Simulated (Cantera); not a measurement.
Input: 1 mol V, 0.86 mol NH3, 0.15 mol O2, held at 100000 Pa.

Method: chemical equilibrium by Gibbs-energy minimisation in Cantera with the NASA 1993 tables (ideal gas, pure condensed phases). Candidate condensed phases: H2O, V, VN, VO, V2O3, V2O4, V2O5; 28 gas species. Mutual solubility and eutectic melting of coexisting phases are not modelled. VN, VO: taken at fixed stoichiometry. Condensed phases not in the tables: the oxides between V2O3 and V2O5 other than VO2, solid solutions among these carbides, nitrides and lower oxides, V2N. Equilibrium is a limit: real reactors are often held back by kinetics, nucleation or transport.

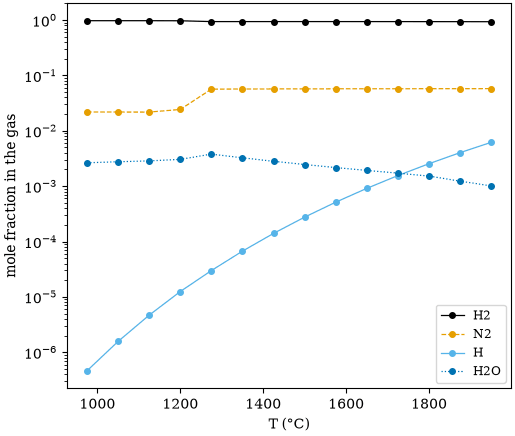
Figure. Equilibrium gas composition (values under 1e-9 drawn at 1e-9)

Problem. Read off the mole fractions at 1050 °C.

Solution. H2 about 0.98, N2 about 0.022, H2O about 0.0028, H about 1.6e-6.
